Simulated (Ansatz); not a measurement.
# CH9NOSi2: small, medium and large basis sets

Aim: see how fast density functionals converge with the basis set for CH9NOSi2.

Method: one geometry, several basis sets; program: Ansatz 0.2.0, Gaussian basis.

Levels to be run: PBE0-D4/def2-SVP; ωB97M-V/def2-SVP; PBE0-D4/def2-QZVPP; ωB97M-V/def2-QZVPP; the functionals' def2-TZVPP values are taken from earlier runs.

## 1. The relaxed structure

The geometry comes from an earlier relaxation with PBE0-D4 in a triple-zeta def2 set; it is a stationary point, not always the lowest conformer.

SMILES `C[SiH](N)[SiH2]O`, 14 atoms, charge 0, spin multiplicity 1.

Atoms are counted from 1 here; the program's logs count them from 0.

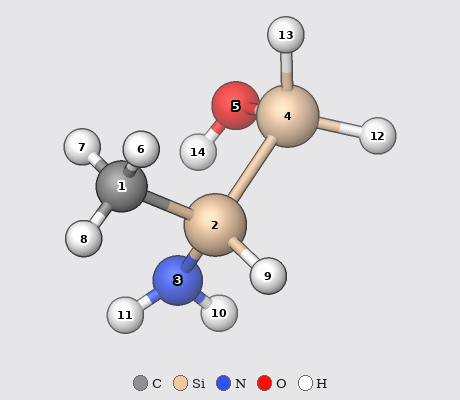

The geometry (carbon grey, silicon light orange, nitrogen blue, oxygen red, hydrogen white); atoms are numbered from 1 in the order of the file.

## 2. PBE0-D4 in def2-SVP

Input file in.yaml:

```yaml
crystal:
  periodic: [false, false, false]
  atoms:
    - {symbol: C, position_ang: [-1.404806, -0.304305, 1.299631]}
    - {symbol: Si, position_ang: [0.314366, 0.124179, 0.701995]}
    - {symbol: N, position_ang: [1.036091, -1.358477, 0.123462]}
    - {symbol: Si, position_ang: [0.283632, 1.384928, -1.281401]}
    - {symbol: O, position_ang: [0.166514, 0.220444, -2.455975]}
    - {symbol: H, position_ang: [-1.921962, 0.593295, 1.646658]}
    - {symbol: H, position_ang: [-1.998229, -0.747959, 0.496950]}
    - {symbol: H, position_ang: [-1.367954, -1.010910, 2.133444]}
    - {symbol: H, position_ang: [1.064297, 0.770125, 1.824827]}
    - {symbol: H, position_ang: [2.017191, -1.348249, -0.116214]}
    - {symbol: H, position_ang: [0.826655, -2.209480, 0.625585]}
    - {symbol: H, position_ang: [1.513589, 2.207234, -1.478398]}
    - {symbol: H, position_ang: [-0.878325, 2.309825, -1.392456]}
    - {symbol: H, position_ang: [0.336043, -0.659851, -2.099310]}
basis:
  gaussian: {orbitals: def2-SVP}
hamiltonian: {xc: pbe0, dispersion: d4}
output: {orbitals: {seedname: orbitals}}
```

Started as:

```sh
$ ansatz run in.yaml --threads 4 --pin off --events-out ev --progress --plain --max-ram 10444MiB
```

The runs that follow: ωB97M-V in def2-SVP; PBE0-D4 in def2-QZVPP; ωB97M-V in def2-QZVPP.

Q: Predict the results of all the runs planned. Wanted: PBE0-D4: double and triple zeta above quadruple; ωB97M-V: double and triple zeta above quadruple.

As calculated:

| quantity | value |
| --- | --- |
| PBE0-D4: double and triple zeta above quadruple | 12.26, 0.83 eV |
| ωB97M-V: double and triple zeta above quadruple | 12.47, 0.78 eV |

What this shows: PBE0-D4 gains 11.43 eV from double to triple zeta, then 0.83 eV more. Total energies overstate the basis error of differences, where much of it tends to cancel. The LUMO of ωB97M-V is positive and keeps falling with the basis (2.06 to 1.04 eV): an unbound level that the basis holds in place.
